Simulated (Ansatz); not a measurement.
## Correcting a cheap level on molecular compounds of Na

The vertical ionisation energy (cation less neutral) in eV of 6 molecular compounds of Na: x at B3LYP-D4/def2-TZVPP, y at CCSD(T)/def2-TZVPP. Shapes, held fixed at every level: PBE0-D4/def2-TZVP. Programs: Ansatz 0.2.0.

| molecule | x (eV) | y (eV) |
| --- | --- | --- |
| CH3Na (SMILES [CH3][Na]) | 6.81 | 6.50 |
| CH3NaS (SMILES C[S][Na]) | 6.97 | 6.79 |
| NaSH (SMILES [Na][SH]) | 7.65 | 7.42 |
| NaOH (SMILES [OH][Na]) | 8.12 | ? |
| C2HNa (SMILES C#[C][Na]) | 8.41 | 8.36 |
| NaBr (SMILES [Na][Br]) | 8.89 | 8.64 |

**Question.** Fit y = c + s·x to the known rows and predict y for NaOH.

**Answer.** 
1. Means of the 5 rows: x = 7.7460, y = 7.542.
2. Σ(Δx)² = 3.2371, Σ(Δx·Δy) = 3.3698, so the slope is 3.3698/3.2371 = 1.041.
3. Intercept: 7.542 − (1.041) × 7.7460 = -0.522. The largest residual of the fit is 0.13.
4. NaOH: -0.522 + 1.041 × 8.12 = 7.93 eV.

CCSD(T)/def2-TZVPP gives 7.85 eV, so the prediction is off by +0.08 eV, within the largest residual. Uncorrected, B3LYP-D4/def2-TZVPP misses NaOH by +0.27 eV, and the other rows by 0.20 on average. The line removes about 70 % of this miss. Left out in turn, the other rows are missed by 0.13 eV on average. Cations run unrestricted. Relativity is left out for Br. Outer-core shells of Br, Na are correlated, in sets that cover them unevenly.

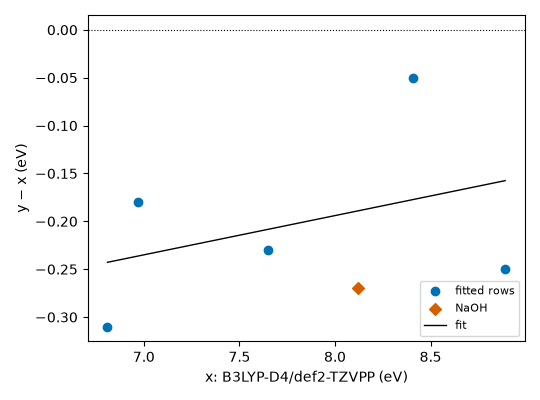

The correction y − x against x, with the fitted line and the withheld molecule.
